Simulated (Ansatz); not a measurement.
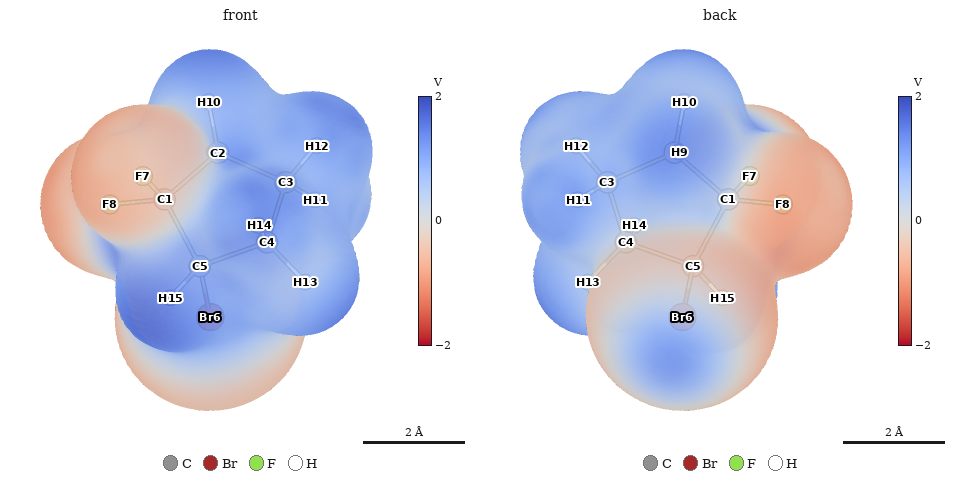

C$_{5}$H$_{7}$BrF$_{2}$. The electrostatic potential painted on the density surface at 0.004 e/bohr³, seen from the front and from behind; red is negative and blue positive.

Geometry: PBE0-D3(BJ)/def2-SVP.

All numbers below come from isolated molecule in a Gaussian basis; Kohn-Sham density functional theory, functional PBE0 in Ansatz.

```yaml
atoms:
  - { symbol: C, position_ang: [1.3460, 0.1292, -1.0207] }
  - { symbol: C, position_ang: [1.1910, -1.1415, -1.8442] }
  - { symbol: C, position_ang: [-0.2754, -1.1400, -2.3193] }
  - { symbol: C, position_ang: [-0.9236, 0.0904, -1.6625] }
  - { symbol: C, position_ang: [0.2233, 1.0658, -1.4728] }
  - { symbol: Br, position_ang: [0.7041, 1.9344, -3.1479] }
  - { symbol: F, position_ang: [1.1040, -0.1399, 0.2971] }
  - { symbol: F, position_ang: [2.5743, 0.6664, -1.0813] }
  - { symbol: H, position_ang: [1.9002, -1.1062, -2.6816] }
  - { symbol: H, position_ang: [1.4512, -2.0034, -1.2146] }
  - { symbol: H, position_ang: [-0.3168, -1.0433, -3.4136] }
  - { symbol: H, position_ang: [-0.8068, -2.0649, -2.0565] }
  - { symbol: H, position_ang: [-1.7587, 0.5143, -2.2356] }
  - { symbol: H, position_ang: [-1.2993, -0.1645, -0.6580] }
  - { symbol: H, position_ang: [0.0490, 1.8682, -0.7461] }
```

> Describe the electrostatic potential map.

The most negative region (about −0.9 V) lies over F8, the most positive (about +1.6 V) over H15. Br6 shows a σ-hole: about +1.2 V at the tip opposite its bond, against about −0.4 V on its flanks.
